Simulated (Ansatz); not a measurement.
# How Au(100) screens a field

Aim: image plane and induced charge of Au(100).

Main program and level: Ansatz 0.2.0; plane-wave DFT, LDA, Ansatz PAW.

**1. Starting point**

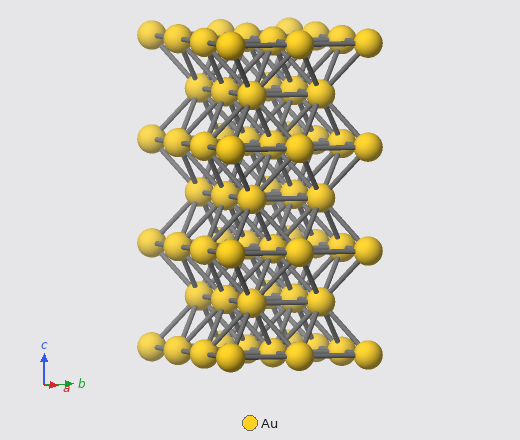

Start, viewed from the side, with the c axis up; gold yellow. 3×2×1 cells are drawn. Some periodic images of atoms are drawn too.

The cell holds 7 atoms: 7 Au. Its edges and angles: a = 2.885 Å, b = 2.885 Å, c = 30.240 Å, α = 90.0°, β = 90.0°, γ = 90.0°. Vacuum lies along c.

**2. Single point, field 0**

A sawtooth potential applies the field, turning back in the middle of the vacuum. With the dipole correction the typed value is the field outside the slab. The induced dipole is small, so the SCF threshold is tight.

File input.yaml:

```yaml
crystal:
  lattice:
    - [2.8849956672, 0.0, 0.0]
    - [0.0, 2.8849956672, 0.0]
    - [0.0, 0.0, 30.24]
  atoms:
    - { symbol: Au, position: [0.0, 0.0, 0.2976190476] }
    - { symbol: Au, position: [0.5, 0.5, 0.3650793651] }
    - { symbol: Au, position: [0.0, 0.0, 0.4325396825] }
    - { symbol: Au, position: [0.5, 0.5, 0.5] }
    - { symbol: Au, position: [0.0, 0.0, 0.5674603175] }
    - { symbol: Au, position: [0.5, 0.5, 0.6349206349] }
    - { symbol: Au, position: [0.0, 0.0, 0.7023809524] }
kpoints:
  mp_grid: { grid: [18, 18, 1] }
hamiltonian:
  xc: lda
scf:
  occupations: { method: fermi_dirac, width: 0.1 }
  convergence: { dr2_threshold: 1.0e-10 }
efield:
  axis: 3
  dipole_correction: true
  ramp_position: 0.97
  ramp_width: 0.06
  amplitude: 0
output:
  forces: true
  write_potential: true
  write_density: true
  volumetric_format: npy
```

Run with:

```console
ansatz run input.yaml --threads 4 --pin off --max-ram 6144MiB --backend cpu --events-out ev --progress --plain --runs-dir out
```

Numbers of over 12 decimals in the logs are rounded to 6 here.

The log of the run:

```text
Engine: ansatz 0.2.0, aarch64-unknown-linux-gnu
Pseudopotentials: kind: paw
Pseudopotential: Au, paw, valence charge 19, recommended cutoff 420 eV (normal), Au.paw.azcp
Functional definition: SPW92
  exchange = slater_x
  correlation = pw_c
Crystal: 7 atoms, lattice volume = 251.694 Å³
Basis set: ecut = 420 eV, 4889 PW (Γ)
Bands: 80, of which v1, the nominal top of the filled ones, is band 67 counted from 1 (66 counted from 0)
Symmetry: 8 space group operations
k-points: 55 of 324
Non-local potential: Au, projectors of the file, l = 0: 3, l = 1: 2, l = 2: 2, l = 3: 1
PAW form: soft (Blöchl's): semilocal exchange-correlation on the pseudo side does not see the compensation charge
PAW frozen core: Au, regenerated for the run's functional, and the local potential with it (the file was generated under x = pbe(κ = 0.804, μ = 0.219515), c = pbe(β = 0.066725))
PAW one-centre angular grid: Au, 590 points (default); XC on 64 Gauss nodes
Initial density: superposition of atomic densities (neutral atoms: chi_scale 0, normalization atom), corrected by the library's trained network
Initial wavefunctions: pseudopotential atomic-orbital guess
Functional: x = slater, c = lda
SCF iter   1: F=—  HF=-90053.276697 eV  |F-HF|=—  |Δ(HF+E_count)|=         —  Δρ=7.13e-3  dr2=1.34e0  ethr=1.77e-3  p=0.000 e·Å  D=1.12e-14 V/Å  ΔV_dip=-0.00 eV  dr2_dipole=2.50e-11  V_vac-E_F(+/−)=4.97/4.97 eV  ⟨swp⟩=7.8  Hψ=18272  notcnv=0  defer=113
efield: sawtooth ramp at fractional position 0.9700 (set: `efield.ramp_position`, or a place that a band, a saddle search or an elastic batch's reference lends), width 0.0600; the density the first Hamiltonian is built on has a dipole p = 0.000 e·Å; the dipole correction subtracts the counter field D = 1.12e-14 V/Å, which shifts the + side's vacuum level by -0.00 eV against the − side's; the planar-averaged density in the ramp window peaks in size at 1.2e-5 e/Å³
preconditioner: auto → LDOS  [metal: Δε(μ)=0.033 eV  Ē_g=9.249 eV  σ=0.100 eV  W_gap=0.08  n_scr=66 (ndim 8)  ℏωp=20.5 eV  f_vac=0.492  D(μ)=2.34/eV (n_scr^D=12)  β→1.0]
SCF iter   2: F=—  HF=-90053.218015 eV  |F-HF|=—  |Δ(HF+E_count)|=   5.87e-2  Δρ=3.59e-3  dr2=3.83e-2  ethr=1.00e-3  p=0.000 e·Å  D=2.04e-8 V/Å  ΔV_dip=-0.00 eV  dr2_dipole=4.48e-10  V_vac-E_F(+/−)=5.56/5.56 eV  ⟨swp⟩=2.1  Hψ=5503  notcnv=0  defer=248
SCF iter   3: F=—  HF=-90053.214462 eV  |F-HF|=—  |Δ(HF+E_count)|=   3.55e-3  Δρ=1.82e-3  dr2=1.17e-2  ethr=2.88e-5  p=0.000 e·Å  D=1.91e-6 V/Å  ΔV_dip=-0.00 eV  dr2_dipole=1.25e-10  V_vac-E_F(+/−)=5.44/5.44 eV  ⟨swp⟩=2.7  Hψ=8670  notcnv=0  defer=248
SCF iter   4: F=—  HF=-90053.211707 eV  |F-HF|=—  |Δ(HF+E_count)|=   2.75e-3  Δρ=2.69e-4  dr2=2.43e-4  ethr=8.81e-6  p=0.000 e·Å  D=6.67e-7 V/Å  ΔV_dip=-0.00 eV  dr2_dipole=2.21e-12  V_vac-E_F(+/−)=5.49/5.49 eV  ⟨swp⟩=2.1  Hψ=6695  notcnv=0  defer=248
SCF iter   5: F=—  HF=-90053.211649 eV  |F-HF|=—  |Δ(HF+E_count)|=   5.76e-5  Δρ=7.44e-5  dr2=2.21e-5  ethr=1.83e-7  p=0.000 e·Å  D=4.00e-7 V/Å  ΔV_dip=-0.00 eV  dr2_dipole=2.58e-11  V_vac-E_F(+/−)=5.50/5.50 eV  ⟨swp⟩=3.3  Hψ=9254  notcnv=0  defer=248
SCF iter   6: F=—  HF=-90053.211639 eV  |F-HF|=—  |Δ(HF+E_count)|=   9.88e-6  Δρ=1.51e-5  dr2=1.17e-6  ethr=1.66e-8  p=0.000 e·Å  D=2.09e-7 V/Å  ΔV_dip=-0.00 eV  dr2_dipole=1.49e-11  V_vac-E_F(+/−)=5.50/5.50 eV  ⟨swp⟩=2.2  Hψ=6445  notcnv=0  defer=248
SCF iter   7: F=—  HF=-90053.211637 eV  |F-HF|=—  |Δ(HF+E_count)|=   2.78e-6  Δρ=7.73e-6  dr2=2.37e-7  ethr=8.82e-10  p=0.000 e·Å  D=6.62e-8 V/Å  ΔV_dip=-0.00 eV  dr2_dipole=4.10e-12  V_vac-E_F(+/−)=5.50/5.50 eV  ⟨swp⟩=2.3  Hψ=6917  notcnv=0  defer=230
SCF iter   8: F=—  HF=-90053.211637 eV  |F-HF|=—  |Δ(HF+E_count)|=   5.41e-9  Δρ=1.78e-6  dr2=8.83e-9  ethr=1.78e-10  p=0.000 e·Å  D=3.32e-8 V/Å  ΔV_dip=-0.00 eV  dr2_dipole=3.62e-12  V_vac-E_F(+/−)=5.50/5.50 eV  ⟨swp⟩=2.1  Hψ=6385  notcnv=0  defer=230
SCF iter   9: F=—  HF=-90053.211637 eV  |F-HF|=—  |Δ(HF+E_count)|=   1.89e-9  Δρ=5.45e-7  dr2=8.87e-10  ethr=6.64e-12  p=0.000 e·Å  D=4.37e-9 V/Å  ΔV_dip=-0.00 eV  dr2_dipole=1.66e-13  V_vac-E_F(+/−)=5.50/5.50 eV  ⟨swp⟩=2.7  Hψ=7410  notcnv=0  defer=230
SCF iter  10: F=-90053.211637 eV  HF=-90053.211637 eV  |F-HF|=7.28e-11  |Δ(HF+E_count)|=  5.09e-10  Δρ=1.73e-7  dr2=7.08e-11  ethr=1.00e-12  p=0.000 e·Å  D=8.68e-10 V/Å  ΔV_dip=-0.00 eV  dr2_dipole=8.03e-16  V_vac-E_F(+/−)=5.50/5.50 eV  ⟨swp⟩=19.3  Hψ=31567  notcnv=0
SCF 1 converged in 10 iterations: F = -90053.211637 eV  dr2 = 7.08e-11
  greatest PAW one-centre occupation: 1.003 electrons in one spin orbital (limit 2), on the Au atom at site 4 (counted from 0), in its partial waves of l = 0
WARN: The output density's exchange-correlation potential varies sharply where the density is thin. Do not read a vacuum level from v_tot or v_xc, or from such a field of the output density. On a cell that repeats whose density bears no net charge and no dipole along the vacuum's axis use v_es (v_loc + v_h of the components); under efield.dipole_correction with no amplitude use v_es + v_field, which holds any externa [...]
SCF converged after 10 iterations
Free energy (F): -90053.211637 eV
Harris-Foulkes:  -90053.211637 eV  (|F-HF|=7.28e-11)
Internal energy: -90053.141622 eV  (E = F + TS)
E sigma→0 (E₀):  -90053.176629 eV
Entropy (-TS):   -0.070015 eV (-10.002 meV/atom)
Fermi energy:    6.659754 eV
Dipole field:    D = -0.000000 V/Å  (p = -0.000000 e·Å, saw-weighted, corrected)
Work function:   Φ+ = 5.5017 eV   Φ− = 5.5017 eV
Levels:          The Fermi level and band energies are counted from a zero that moves with the ramp; work functions are not
--- Per-component energies (eV) ---
  E_band       = -3281.127562
  E_kinetic    = 4232.337703
  E_local      = -285161.341167  (includes V_loc(G=0)·N_el)
  E_nonlocal   = 570.567812
  E_hartree    = 140784.497310
  E_xc         = -1583.568337
  E_vxc        = -1920.621594  (∫ρ·V_xc dr)
  E_paw        = -65964.828303  (= ΣΔE_a)
  E_vpaw       = -2571.076146  (= ΣTr[D̂ρ^β])
  E_aug_tail   = 0.009426  (compensation charges beyond the density's cutoff)
  E_efield     = 0.000000  (sawtooth field / dipole correction)
  E_vefield    = 0.000000  (∫n·V_field dr)
  E_ewald      = 117065.524911
  E_core_change = 3.659024  (= ΣΔE_core)
  E_smearing   = -0.070015  (= −TS)
  E_closure    = -0.000000  (closes the sum)
  Σ components = -90053.211637   (vs F -90053.211637, Δ=0.00e0)
--- Forces (eV/Å), atoms counted from 1 ---
  atom   1  Au     0.00000000     0.00000000     0.37735022
  atom   2  Au     0.00000000     0.00000000    -0.14008432
  atom   3  Au    -0.00000000     0.00000000    -0.00621494
  atom   4  Au     0.00000000     0.00000000    -0.00000002
  atom   5  Au     0.00000000     0.00000000     0.00621496
  atom   6  Au    -0.00000000     0.00000000     0.14008434
  atom   7  Au    -0.00000000     0.00000000    -0.37735023
  max |Σ_I F_I| component: 1.66e-8 eV/Å
--- Band table (eV; the first three rows and the last of 55) ---
  k-point 0: bands = [... 63 lower, 4.7755, 4.8582, 4.8703, 5.0282, 5.0282, 5.1471, 7.0555, 7.8997, ... 9 higher]
  k-point 1: bands = [... 63 lower, 4.7620, 4.8049, 4.8226, 4.8496, 5.0365, 5.5024, 7.2386, 8.1350, ... 9 higher]
  k-point 2: bands = [... 63 lower, 4.7245, 4.7264, 4.8029, 4.9217, 5.0243, 6.0160, 7.6926, 8.7282, ... 9 higher]
  k-point 54: bands = [... 63 lower, 8.2245, 8.2245, 9.5603, 9.5603, 11.1241, 11.1241, 11.4704, 11.4723, ... 9 higher]
```

Run time: 38 s. Hardware: 4 threads of Arm Neoverse V1, shared host; peak memory 1.1 GiB.

The column dr2 measures how far the density is from self-consistency, as an energy; F and HF (Harris–Foulkes) agree once it is small.

Numbers from this step:

```
energy at zero smearing   : -90053.1766 eV
work function, upper face : 5.502 eV
dipole along the normal   : -4.61e-8 e·Å
```

Running mean over 2.04 Å of the planar mean; the ramp of the sawtooth is left out. The electron's electrostatic potential energy less the Fermi level by z:

```
z (Å)  electron's electrostatic potential energy less the Fermi level (eV)
    4                                                                 5.50
    6                                                                 5.47
    8                                                                -1.60
   10                                                                -8.23
   12                                                                -8.47
   14                                                                -8.50
   16                                                                -8.50
   18                                                                -8.47
   20                                                                -8.29
   22                                                                -3.78
   24                                                                 5.43
   26                                                                 5.50
```

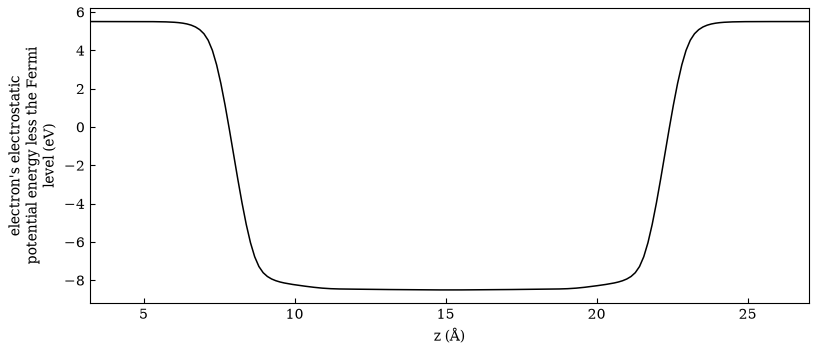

Electron's electrostatic potential energy less the Fermi level, plotted against z.

Force by atom:

| atom | x (eV/Å) | y (eV/Å) | z (eV/Å) | size |
| --- | --- | --- | --- | --- |
| Au1 | 0.000 | 0.000 | 0.377 | 0.377 |
| Au2 | 0.000 | 0.000 | -0.140 | 0.140 |
| Au3 | 0.000 | 0.000 | -0.006 | 0.006 |
| Au4 | 0.000 | 0.000 | 0.000 | 0.000 |
| Au5 | 0.000 | 0.000 | 0.006 | 0.006 |
| Au6 | 0.000 | 0.000 | 0.140 | 0.140 |
| Au7 | 0.000 | 0.000 | -0.377 | 0.377 |

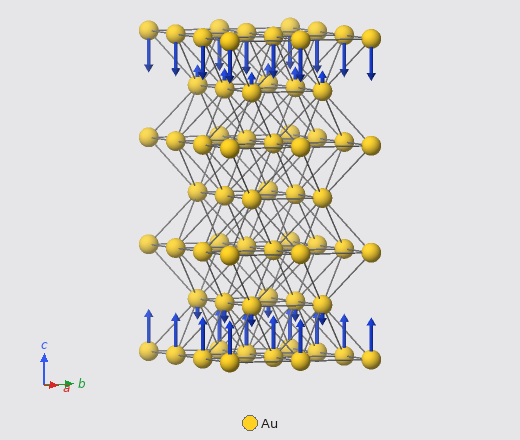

Force as arrows, the longest 0.377 eV/Å. 3×2×1 cells are drawn. Some periodic images of atoms are drawn too.

The work function of the upper face is 5.50 eV.

**3. Single point, field 0.05 V/Å**

Edit input.yaml of step 2 so:

```diff
@@ -25,3 +25,3 @@
   ramp_width: 0.06
-  amplitude: 0
+  amplitude: 0.05
 output:
```

The log of the run:

```text
[...]
Crystal: 7 atoms, lattice volume = 251.694 Å³
Basis set: ecut = 420 eV, 4889 PW (Γ)
Bands: 80, of which v1, the nominal top of the filled ones, is band 67 counted from 1 (66 counted from 0)
Symmetry: 8 space group operations
k-points: 55 of 324
[...]
k-point 0: bands = [... 63 lower, 4.7754, 4.8579, 4.8704, 5.0281, 5.0281, 5.1470, 7.0552, 7.8997, ... 9 higher]
  k-point 1: bands = [... 63 lower, 4.7619, 4.8046, 4.8226, 4.8495, 5.0364, 5.5023, 7.2384, 8.1350, ... 9 higher]
  k-point 2: bands = [... 63 lower, 4.7237, 4.7271, 4.8028, 4.9216, 5.0242, 6.0159, 7.6924, 8.7281, ... 9 higher]
  k-point 54: bands = [... 63 lower, 8.2244, 8.2244, 9.5602, 9.5602, 11.1240, 11.1240, 11.4703, 11.4722, ... 9 higher]
[key lines of the parts left out:]
SCF converged after 12 iterations
Free energy (F): -90053.212503 eV
Fermi energy:    6.659648 eV
Dipole field:    D = 0.024928 V/Å  (p = 0.034674 e·Å, saw-weighted, corrected)
```

Run time: 44 s. Hardware: 4 threads; peak memory 1.1 GiB.

The dipole is 0.0347 e·Å.

**4. Atoms held, field -0.05 V/Å**

Edit input.yaml of step 3 so:

```diff
@@ -25,3 +25,3 @@
   ramp_width: 0.06
-  amplitude: 0.05
+  amplitude: -0.05
 output:
```

The log of the run:

```text
[...]
Crystal: 7 atoms, lattice volume = 251.694 Å³
Basis set: ecut = 420 eV, 4889 PW (Γ)
Bands: 80, of which v1, the nominal top of the filled ones, is band 67 counted from 1 (66 counted from 0)
Symmetry: 8 space group operations
k-points: 55 of 324
[...]
k-point 0: bands = [... 63 lower, 4.7754, 4.8579, 4.8704, 5.0281, 5.0281, 5.1470, 7.0552, 7.8997, ... 9 higher]
  k-point 1: bands = [... 63 lower, 4.7619, 4.8046, 4.8226, 4.8495, 5.0364, 5.5023, 7.2384, 8.1350, ... 9 higher]
  k-point 2: bands = [... 63 lower, 4.7237, 4.7271, 4.8028, 4.9216, 5.0242, 6.0159, 7.6924, 8.7281, ... 9 higher]
  k-point 54: bands = [... 63 lower, 8.2244, 8.2244, 9.5602, 9.5602, 11.1240, 11.1240, 11.4703, 11.4722, ... 9 higher]
[key lines of the parts left out:]
SCF converged after 12 iterations
Free energy (F): -90053.212503 eV
Fermi energy:    6.659648 eV
Dipole field:    D = -0.024929 V/Å  (p = -0.034675 e·Å, saw-weighted, corrected)
```

Wall time 45 s (4 threads); peak memory 1.1 GiB.

The dipole is -0.0347 e·Å.

**5. Single point, field 0.1 V/Å**

Edit input.yaml of step 4 so:

```diff
@@ -25,3 +25,3 @@
   ramp_width: 0.06
-  amplitude: -0.05
+  amplitude: 0.1
 output:
```

The log of the run:

```text
[...]
Crystal: 7 atoms, lattice volume = 251.694 Å³
Basis set: ecut = 420 eV, 4889 PW (Γ)
Bands: 80, of which v1, the nominal top of the filled ones, is band 67 counted from 1 (66 counted from 0)
Symmetry: 8 space group operations
k-points: 55 of 324
[...]
k-point 0: bands = [... 63 lower, 4.7751, 4.8570, 4.8708, 5.0278, 5.0278, 5.1467, 7.0545, 7.8997, ... 9 higher]
  k-point 1: bands = [... 63 lower, 4.7617, 4.8040, 4.8227, 4.8492, 5.0361, 5.5020, 7.2378, 8.1349, ... 9 higher]
  k-point 2: bands = [... 63 lower, 4.7221, 4.7281, 4.8025, 4.9213, 5.0240, 6.0156, 7.6918, 8.7278, ... 9 higher]
  k-point 54: bands = [... 63 lower, 8.2241, 8.2241, 9.5599, 9.5599, 11.1237, 11.1237, 11.4700, 11.4719, ... 9 higher]
[key lines of the parts left out:]
SCF converged after 12 iterations
Free energy (F): -90053.215104 eV
Fermi energy:    6.659351 eV
Dipole field:    D = 0.049858 V/Å  (p = 0.069350 e·Å, saw-weighted, corrected)
```

Wall time 44 s (4 threads); peak memory 1.1 GiB; 2.9 min of CPU time.

The dipole is 0.0693 e·Å.

**6. Atoms held, field -0.1 V/Å**

Edit input.yaml of step 5 so:

```diff
@@ -25,3 +25,3 @@
   ramp_width: 0.06
-  amplitude: 0.1
+  amplitude: -0.1
 output:
```

The log of the run:

```text
[...]
Crystal: 7 atoms, lattice volume = 251.694 Å³
Basis set: ecut = 420 eV, 4889 PW (Γ)
Bands: 80, of which v1, the nominal top of the filled ones, is band 67 counted from 1 (66 counted from 0)
Symmetry: 8 space group operations
k-points: 55 of 324
[...]
k-point 0: bands = [... 63 lower, 4.7751, 4.8570, 4.8708, 5.0278, 5.0278, 5.1467, 7.0545, 7.8997, ... 9 higher]
  k-point 1: bands = [... 63 lower, 4.7617, 4.8040, 4.8227, 4.8492, 5.0361, 5.5020, 7.2378, 8.1349, ... 9 higher]
  k-point 2: bands = [... 63 lower, 4.7221, 4.7281, 4.8025, 4.9213, 5.0240, 6.0156, 7.6918, 8.7278, ... 9 higher]
  k-point 54: bands = [... 63 lower, 8.2241, 8.2241, 9.5599, 9.5599, 11.1237, 11.1237, 11.4700, 11.4719, ... 9 higher]
[key lines of the parts left out:]
SCF converged after 12 iterations
Free energy (F): -90053.215104 eV
Fermi energy:    6.659351 eV
Dipole field:    D = -0.049858 V/Å  (p = -0.069350 e·Å, saw-weighted, corrected)
```

Elapsed: 45 s, on 4 threads; peak memory 1.1 GiB.

The dipole is -0.0693 e·Å.

**7. Atoms held, field 0.2 V/Å**

Edit input.yaml of step 6 so:

```diff
@@ -25,3 +25,3 @@
   ramp_width: 0.06
-  amplitude: -0.1
+  amplitude: 0.2
 output:
```

The log of the run:

```text
[...]
Crystal: 7 atoms, lattice volume = 251.694 Å³
Basis set: ecut = 420 eV, 4889 PW (Γ)
Bands: 80, of which v1, the nominal top of the filled ones, is band 67 counted from 1 (66 counted from 0)
Symmetry: 8 space group operations
k-points: 55 of 324
[...]
k-point 0: bands = [... 63 lower, 4.7740, 4.8538, 4.8718, 5.0267, 5.0267, 5.1454, 7.0517, 7.8996, ... 9 higher]
  k-point 1: bands = [... 63 lower, 4.7610, 4.8015, 4.8228, 4.8482, 5.0350, 5.5007, 7.2352, 8.1345, ... 9 higher]
  k-point 2: bands = [... 63 lower, 4.7183, 4.7298, 4.8015, 4.9201, 5.0230, 6.0142, 7.6896, 8.7268, ... 9 higher]
  k-point 54: bands = [... 63 lower, 8.2229, 8.2229, 9.5588, 9.5588, 11.1226, 11.1226, 11.4688, 11.4707, ... 9 higher]
[key lines of the parts left out:]
SCF converged after 12 iterations
Free energy (F): -90053.225507 eV
Fermi energy:    6.658160 eV
Dipole field:    D = 0.099722 V/Å  (p = 0.138708 e·Å, saw-weighted, corrected)
```

Elapsed: 45 s, on 4 threads; peak memory 1.1 GiB; 3 min of CPU time.

The dipole is 0.139 e·Å.

**8. Atoms held, field -0.2 V/Å**

Edit input.yaml of step 7 so:

```diff
@@ -25,3 +25,3 @@
   ramp_width: 0.06
-  amplitude: 0.2
+  amplitude: -0.2
 output:
```

The log of the run:

```text
[...]
Crystal: 7 atoms, lattice volume = 251.694 Å³
Basis set: ecut = 420 eV, 4889 PW (Γ)
Bands: 80, of which v1, the nominal top of the filled ones, is band 67 counted from 1 (66 counted from 0)
Symmetry: 8 space group operations
k-points: 55 of 324
[...]
k-point 0: bands = [... 63 lower, 4.7740, 4.8538, 4.8718, 5.0267, 5.0267, 5.1454, 7.0517, 7.8996, ... 9 higher]
  k-point 1: bands = [... 63 lower, 4.7610, 4.8015, 4.8228, 4.8482, 5.0350, 5.5007, 7.2352, 8.1345, ... 9 higher]
  k-point 2: bands = [... 63 lower, 4.7183, 4.7298, 4.8015, 4.9201, 5.0230, 6.0142, 7.6896, 8.7268, ... 9 higher]
  k-point 54: bands = [... 63 lower, 8.2229, 8.2229, 9.5588, 9.5588, 11.1226, 11.1226, 11.4688, 11.4707, ... 9 higher]
[key lines of the parts left out:]
SCF converged after 12 iterations
Free energy (F): -90053.225507 eV
Fermi energy:    6.658160 eV
Dipole field:    D = -0.099723 V/Å  (p = -0.138709 e·Å, saw-weighted, corrected)
```

The job ended after 45 s (4 threads; peak memory 1.1 GiB).

The dipole is -0.139 e·Å.

**9. Atoms held, field 0.4 V/Å**

Edit input.yaml of step 8 so:

```diff
@@ -25,3 +25,3 @@
   ramp_width: 0.06
-  amplitude: -0.2
+  amplitude: 0.4
 output:
@@ -31 +31,2 @@
   volumetric_format: npy
+  elf: true
```

The log of the run:

```text
[...]
Crystal: 7 atoms, lattice volume = 251.694 Å³
Basis set: ecut = 420 eV, 4889 PW (Γ)
Bands: 80, of which v1, the nominal top of the filled ones, is band 67 counted from 1 (66 counted from 0)
Symmetry: 8 space group operations
k-points: 55 of 324
[...]
k-point 0: bands = [... 63 lower, 4.7694, 4.8437, 4.8729, 5.0223, 5.0223, 5.1401, 7.0404, 7.8989, ... 9 higher]
  k-point 1: bands = [... 63 lower, 4.7578, 4.7927, 4.8221, 4.8440, 5.0307, 5.4954, 7.2248, 8.1326, ... 9 higher]
  k-point 2: bands = [... 63 lower, 4.7082, 4.7310, 4.7972, 4.9151, 5.0189, 6.0088, 7.6803, 8.7223, ... 9 higher]
  k-point 54: bands = [... 63 lower, 8.2182, 8.2182, 9.5542, 9.5542, 11.1180, 11.1180, 11.4640, 11.4658, ... 9 higher]
[key lines of the parts left out:]
SCF converged after 12 iterations
Free energy (F): -90053.267125 eV
Fermi energy:    6.653349 eV
Dipole field:    D = 0.199497 V/Å  (p = 0.277490 e·Å, saw-weighted, corrected)
```

It took 46 s on 4 threads; peak memory 1.1 GiB; 3 min of CPU time.

Running mean over 2.04 Å of the planar mean, with the applied field; the ramp of the sawtooth is left out. Table of electron's electrostatic potential energy less the Fermi level by z:

```csv
z (Å),electron's electrostatic potential energy less the Fermi level (eV)
4,4.08
6,4.84
8,-1.67
10,-8.25
12,-8.47
14,-8.50
16,-8.50
18,-8.47
20,-8.28
22,-3.73
24,5.99
26,6.85
```

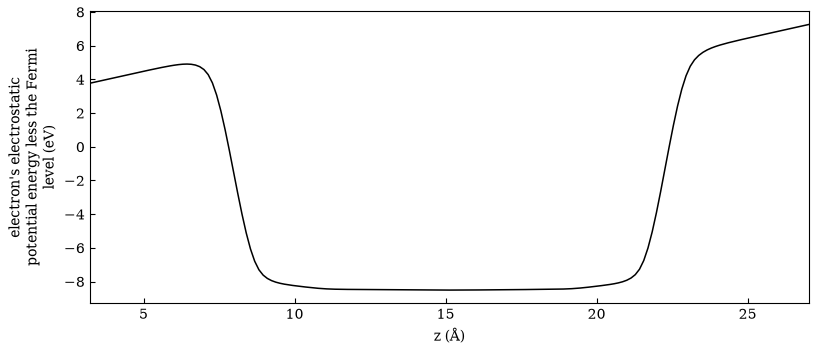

Electron's electrostatic potential energy less the Fermi level, plotted against z.

The dipole is 0.277 e·Å.

(Part 1 of 2 ends here.)

[Logs are printed without paths, hosts, clocks, repeated set-up lines and the standing remarks that a program may print on its own settings, such as how far it seeks lower states.]

[Hosts, paths, dates, database ids (printed as entryN), source tags and the programs' standing remarks are cut or masked in the printed files.]

[Maps of the electrostatic potential energy from Ansatz leave out the sawtooth potential of an applied field or a dipole correction, so their vacuum need not be flat; planar profiles and work functions include it.]
